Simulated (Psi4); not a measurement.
**H3O+ (oxonium): PBE/cc-pVDZ (Cholesky decomposition, cholesky tolerance 0.001, sweep point 6)**

Aim: the vertical ionisation energy of H3O+ (oxonium) at PBE/cc-pVDZ (Cholesky decomposition, cholesky tolerance 0.001, sweep point 6), from 2 runs. 

The results are computed with Psi4 1.11.

## Step 1: The structure to begin with

H3O+: 4 atoms, total charge +1, spin state singlet. As SMILES, `[OH3+]`. The shape is that of a GFN2-xTB optimisation.

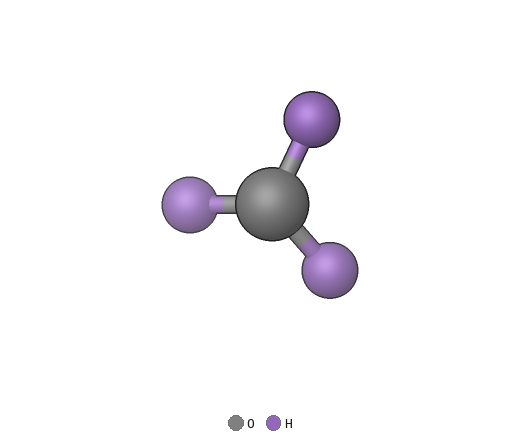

Viewed from a chosen angle; oxygen grey, hydrogen purple.

## Step 2: The energy at PBE/cc-pVDZ (Cholesky decomposition, cholesky tolerance 0.001, sweep point 6)

h3o.py

```python
import psi4

psi4.set_memory('1600 MB')
psi4.set_num_threads(1)
psi4.core.set_output_file('h3o.out', False)

molecule = psi4.geometry("""
1 1
O      0.37048081    -0.11531109    -0.10752542
H      0.40483603     1.73748979     0.03112379
H     -0.78123168    -0.69281139    -1.44692550
H      0.00591484    -0.92936731     1.52334602
units bohr
symmetry c1
""")

psi4.set_options({
    'puream': True,
    'scf_type': 'cd',
    'dft_radial_points': 99,
    'dft_spherical_points': 590,
    'cholesky_tolerance': 0.001,
})

E = psi4.energy('pbe/cc-pVDZ', molecule=molecule)
print(f'total energy {E:.8f} hartree = {E * 27.211386:.5f} eV')
```

Started as:

```bash
$ python h3o.py
```

h3o.out, shortened:

```text
[...]
  Running in c1 symmetry.
[...]
  Nuclear repulsion =   13.886771319558083
[...]
  Multiplicity = 1
[...]
  Nalpha       = 5
  Nbeta        = 5
[...]
    Number of basis functions: 29
[...]
   @RKS iter   1:   -76.54466441738849    2.37319e-01   1.62720e-02 DIIS/ADIIS
[...]
   @RKS iter   6:   -76.61928429856084   -4.40605e-08   2.33237e-07 DIIS
[...]
    Orbital Energies [Eh]
    ---------------------
    Doubly Occupied:
       1A    -19.199099     2A     -1.358793     3A     -0.876906
       4A     -0.876802     5A     -0.677726
[...]
  @RKS Final Energy:   -76.61928429856084
   => Energetics <=
    Nuclear Repulsion Energy =             13.8867713195580826
    One-Electron Energy =                -128.3828844954058184
    Two-Electron Energy =                  47.1986042738323022
    DFT Exchange-Correlation Energy =      -9.3217753965454033
    Empirical Dispersion Energy =           0.0000000000000000
    VV10 Nonlocal Energy =                  0.0000000000000000
    Total Energy =                        -76.6192842985608422
[...]
 Multipole Moments:
 ------------------------------------------------------------------------------------
     Multipole            Electronic (a.u.)      Nuclear  (a.u.)        Total (a.u.)
 ------------------------------------------------------------------------------------
 L = 1.  Multiply by 2.5417464519 to convert [e a0] to [Debye]
 Dipole X            :          0.0151101           -0.6180902           -0.6029802
 Dipole Y            :         -0.0047090            0.1923788            0.1876698
 Dipole Z            :         -0.0043494            0.1793975            0.1750481
 Magnitude           :                                                    0.6553220
[...]
```

The script printed:

```text
total energy -76.61928430 hartree = -2084.91692 eV
```

Run time: 4.2 s. Hardware: 1 thread of AMD EPYC 7B13 (Zen 3), shared host; peak memory 0.44 GiB.

## Step 3: Doublet [H3O]2+ at the same level

calc.py

```python
import psi4

psi4.set_memory(1600000000)
psi4.set_num_threads(1)
psi4.core.set_output_file('psi4.out', False)

geom = psi4.geometry("""
2 2
O      0.37048081    -0.11531109    -0.10752542
H      0.40483603     1.73748979     0.03112379
H     -0.78123168    -0.69281139    -1.44692550
H      0.00591484    -0.92936731     1.52334602
units bohr
symmetry c1
""")

psi4.set_options({
    'basis': 'cc-pVDZ',
    'reference': 'uks',
    'puream': True,
    'scf_type': 'cd',
    'dft_radial_points': 99,
    'dft_spherical_points': 590,
    'cholesky_tolerance': 0.001,
    'maxiter': 150,
})

e, wfn = psi4.energy("pbe", return_wfn=True)
print(f'pbe energy: {e:.10f} Eh')
for k, v in sorted(psi4.core.scalar_variables().items()):
    print(f'{k:45s} {v:18.10f}')
```

Started as:

```bash
$ python calc.py
```

psi4.out, shortened:

```text
[...]
  Running in c1 symmetry.
[...]
  Nuclear repulsion =   13.886771319558083
[...]
  Multiplicity = 2
[...]
  Nalpha       = 5
  Nbeta        = 4
[...]
    Number of basis functions: 29
[...]
   @UKS iter   1:   -75.69847886977726    1.08350e+00   4.78596e-03 ADIIS/DIIS
[...]
   @UKS iter   7:   -75.70899059185348   -4.99020e-09   2.46020e-07 DIIS
[...]
   @S^2 Observed:                7.520370133E-01
[...]
    Orbital Energies [Eh]
    ---------------------
    Alpha Occupied:
       1A    -19.803877     2A     -1.900106     3A     -1.378239
       4A     -1.378129     5A     -1.286591
    Alpha Virtual:
       6A     -0.639819     7A     -0.557862     8A     -0.557650
       9A     -0.179695    10A     -0.179581    11A     -0.128782
      12A     -0.018316    13A      0.154409    14A      0.154493
      15A      0.316842    16A      0.316927    17A      0.567988
      18A      0.696113    19A      0.992255    20A      0.992307
      21A      1.024412    22A      1.233276    23A      1.233593
      24A      1.403213    25A      2.085797    26A      2.085814
[...]
  @UKS Final Energy:   -75.70899059185348
   => Energetics <=
    Nuclear Repulsion Energy =             13.8867713195580826
    One-Electron Energy =                -122.7405675945680343
    Two-Electron Energy =                  42.0677393712583552
    DFT Exchange-Correlation Energy =      -8.9229336881018764
    Empirical Dispersion Energy =           0.0000000000000000
    VV10 Nonlocal Energy =                  0.0000000000000000
    Total Energy =                        -75.7089905918534782
[...]
 Multipole Moments:
 ------------------------------------------------------------------------------------
     Multipole            Electronic (a.u.)      Nuclear  (a.u.)        Total (a.u.)
 ------------------------------------------------------------------------------------
 L = 1.  Multiply by 2.5417464519 to convert [e a0] to [Debye]
 Dipole X            :          0.0533977           -0.6180902           -0.5646925
 Dipole Y            :         -0.0167750            0.1923788            0.1756038
 Dipole Z            :         -0.0153736            0.1793975            0.1640239
 Magnitude           :                                                    0.6136922
[...]
```

The script printed:

```text
pbe energy: -75.7089905919 Eh
CURRENT ENERGY                                    -75.7089905919
CURRENT REFERENCE ENERGY                          -75.7089905919
DD SOLVATION ENERGY                                 0.0000000000
DFT FUNCTIONAL TOTAL ENERGY                       -75.7089905919
DFT TOTAL ENERGY                                  -75.7089905919
DFT VV10 ENERGY                                     0.0000000000
DFT XC ENERGY                                      -8.9229336881
GRID ELECTRONS ALPHA                                4.9999999971
GRID ELECTRONS BETA                                 4.0000000025
GRID ELECTRONS TOTAL                                8.9999999996
NUCLEAR REPULSION ENERGY                           13.8867713196
ONE-ELECTRON ENERGY                              -122.7405675946
PCM POLARIZATION ENERGY                             0.0000000000
PE ENERGY                                           0.0000000000
SCF ITERATION ENERGY                              -75.7089905919
SCF ITERATIONS                                      7.0000000000
SCF TOTAL ENERGY                                  -75.7089905919
TWO-ELECTRON ENERGY                                42.0677393713
XC GRID RADIAL POINTS                              99.0000000000
XC GRID SPHERICAL POINTS                          590.0000000000
XC GRID TOTAL POINTS                           225837.0000000000
```

Run time: 6 s. Hardware: 1 thread of AMD EPYC 7B13 (Zen 3), shared host; peak memory 0.43 GiB.

## Step 4: Results

Level: PBE/cc-pVDZ (Cholesky decomposition, cholesky tolerance 0.001, sweep point 6).

| quantity | value |
| --- | --- |
| singlet H3O+: total energy | -76.61928 Eh |
| singlet H3O+: HOMO energy | -18.44 eV |
| singlet H3O+: LUMO energy | -7.92 eV |
| singlet H3O+: HOMO–LUMO gap | 10.52 eV |
| doublet [H3O]2+: total energy | -75.70899 Eh |
| doublet [H3O]2+: HOMO energy (highest over α and β) | -35.01 eV |
| doublet [H3O]2+: LUMO energy (lowest over α and β) | -30.81 eV |
| doublet [H3O]2+: ⟨S²⟩ | 0.752 |
| vertical ionisation energy (to the doublet dication) | 24.770 eV |

Removing an electron at fixed nuclei costs 24.77 eV (2390 kJ/mol). −ε(HOMO) before ionisation, 18.44 eV, is 6.33 eV below this ionisation energy.
